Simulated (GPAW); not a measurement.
The Be K edge of atom 2 in BeNi (Pm-3m), with 8 Ni at 2.24 Å and 6 Be at 2.59 Å (cube and octahedron, as in bcc, site symmetry m-3m), was computed in 2 ways: excited-electron core hole (neutral cell) and no core hole. Program and functional: GPAW, LDA, Gaussian full width 0.9 eV up to 4 eV, rising linearly to 3.5 eV at 25 eV; cells of 2 and 18 atoms (the run without a hole in the smaller).

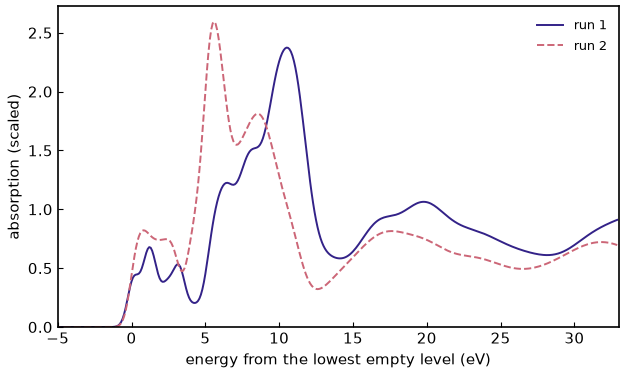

Each run is counted from its own lowest empty level or Fermi level and scaled to a mean of 1 over its first 20 eV.

**Question.** Which run is which?

Run 1: no core hole (area from −2 to 6 eV 3.1, main maxima 1.2 eV (0.68), 3.1 eV (0.53), 10.5 eV (2.37) and 19.8 eV (1.06)). Run 2: excited-electron core hole (neutral cell) (area from −2 to 6 eV 6.6, main maxima 0.8 eV (0.82), 5.6 eV (2.59), 8.6 eV (1.81) and 17.6 eV (0.82)). With each curve scaled to its own mean, the area from −2 to 6 eV with the hole is 6.6 against 3.1, and the centre of weight from −1 to 20 eV moves by -1.7 eV: the hole pulls the absorber's empty states down.

[Hosts, paths, dates, database ids (printed as entryN), source tags and the programs' standing remarks are cut or masked in the printed files.]

[Lists of maxima count a maximum above −3 eV only where it reaches 4 % of the highest in the window and stands out from its surroundings by 2 % of it (1.5 % where it reaches 55 %); shoulders and weaker maxima are passed over, and of the rest the first, up to two pre-edge ones and the few strongest are named.]
